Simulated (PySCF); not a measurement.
# C3H5 radical: geometry, EPR parameters

Wanted: the EPR parameters of C3H5 radical (`[CH]1CC1`), by calculation.

Computed with PySCF 2.14.0, with density-fitted response routines of our own, on a single molecule in the gas phase. Atoms are numbered from 0 throughout.

### 1 The starting structure

8 atoms, charge 0, multiplicity 2; geometry from: GFN2-xTB.

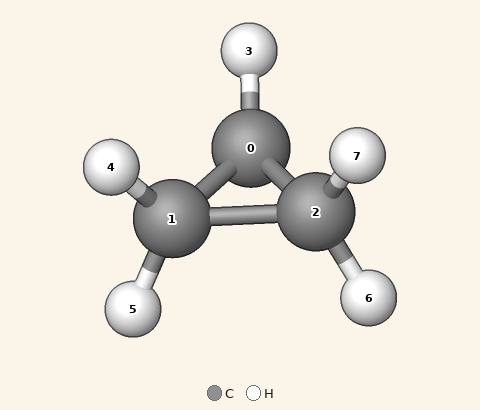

As it starts; carbon grey, hydrogen white, atoms numbered.

### 2 Optimising the geometry at PBE0-D3(BJ)/def2-SVP

Job settings and geometry (Å):

```
{"job": {"xc": "PBE0", "basis": "def2-SVP", "d3": "d3bj", "grid": 1, "kind": "geom"}, "charge": 0, "multiplicity": 2}
C      0.046080     0.926090     0.343440
C      0.729250    -0.337810     0.080240
C     -0.774400    -0.203110    -0.087470
H      0.181180     1.902980    -0.068330
H      1.368180    -0.429960    -0.792880
H      1.076320    -0.930980     0.916130
H     -1.395350    -0.709480     0.640320
H     -1.213140    -0.198900    -1.080580
```

**Question.** This job is followed by: UKS B3LYP, IGLO-III on C, pcH-1 on H, non-relativistic, mean-field spin-orbit, GIAO. What will the session give for the following? point group; rotational constants (main isotopes); g(iso) (B3LYP); ⟨S²⟩; largest a(iso) (averaged by class).

The runs gave:

```
                            quantity                    value
                         point group                       Cs
rotational constants (main isotopes)  23.71, 20.87, 13.26 GHz
                      g(iso) (B3LYP)                  2.00271
                                ⟨S²⟩       0.753 (exact 0.75)
  largest a(iso) (averaged by class)     13C on C0, 263.9 MHz
```

Over 5 steps the energy fell by 0.025 eV; of the close pairs, C0–H3 changed most, 1.069 to 1.090 Å. Most of the unpaired spin sits on C0 (0.98 e). The isotropic g lies 0.4 ppt above the free-electron value.
